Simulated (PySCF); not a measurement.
C5H9NOSi

```xyz
17

N     3.5350    0.8170   -0.8387
C     2.5333    0.5856   -0.3040
C     1.2651    0.2821    0.3237
C     0.8616   -1.1999    0.1267
O    -0.3533   -1.5046    0.7384
C    -1.4982   -1.0163    0.0836
C    -1.6858    0.4921    0.2528
Si   -0.1440    1.4030   -0.3306
H     1.3563    0.4703    1.4079
H     1.6217   -1.8515    0.5830
H     0.8339   -1.4312   -0.9578
H    -2.3499   -1.5623    0.5171
H    -1.4574   -1.2780   -0.9940
H    -2.5760    0.8311   -0.3018
H    -1.8597    0.7225    1.3172
H    -0.0630    1.4294   -1.8218
H    -0.0184    2.7844    0.2165
```

Geometry: PBE0-D3(BJ)/def2-SVP.

These are results of wB97X-D/def2-SVPD, SCF density, gas phase (PySCF), not measurements.

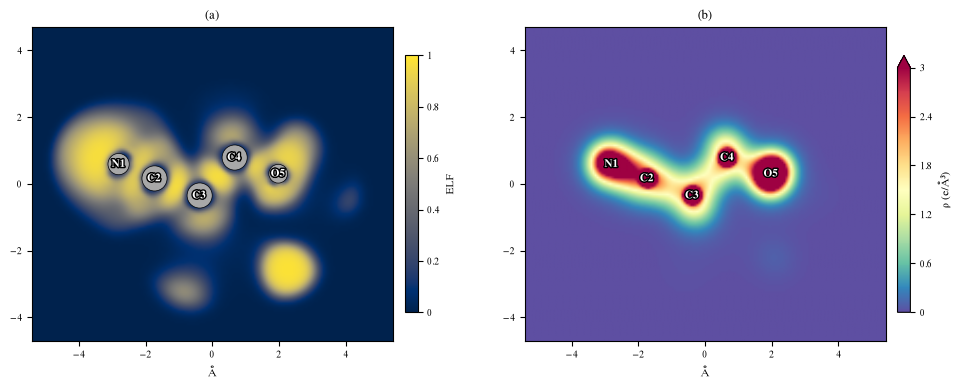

Figure 1. (a) electron localisation function; (b) electron density on the plane of atoms C3, C4 and O5. Grey discs cover the atomic cores in the ELF map.

Q: What do the fields say about this system?

A:
- The section cuts through N, C and O sites.
- C–N (1.16 Å): ρ at the midpoint is about 3.5 e/Å³; the ELF peaks at about 0.85 between the atoms: a short, multiple covalent bond.
- C–O (1.39 Å): the density is about 2.2 e/Å³ at the midpoint, with its minimum of 1.8 e/Å³ about 0.5 Å from C; the ELF peaks at about 0.90 between the atoms: a shared but strongly polarised pair.
- C–C (1.45 Å): ρ is about 1.8 e/Å³ halfway; the ELF peaks at about 0.95 between the atoms; a covalent bond.
- C–C (1.55 Å): the density is about 1.6 e/Å³ at the midpoint; the ELF peaks at about 0.95 between the atoms, as expected for a covalent bond.
- The ELF also peaks beside O5 and N1, away from the bonds: lone-pair regions.

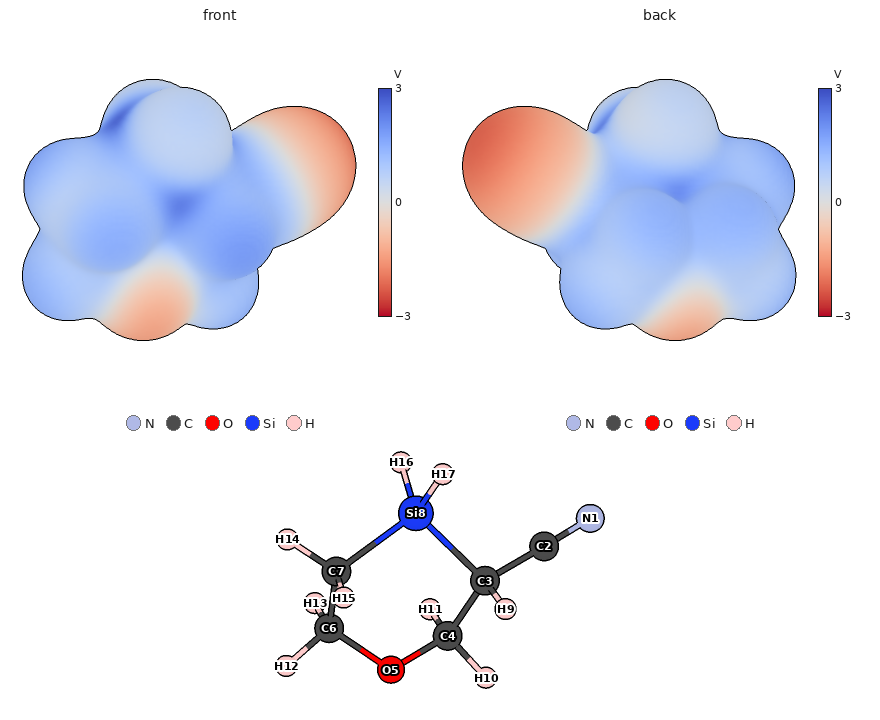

Figure 2. The electrostatic potential painted on the density surface at 0.004 e/bohr³, seen from the front and from behind; red is negative and blue positive. The bare structure is drawn below in the same view.

Q: Where is the surface potential most negative and most positive?

A: The most negative region (about −2.1 V) lies over N1, the most positive (about +2.2 V) over Si8. N1 is the likeliest acceptor of a hydrogen bond.

Q: What dipole moment does the calculation give?

A: Its dipole moment is 4.53 D.
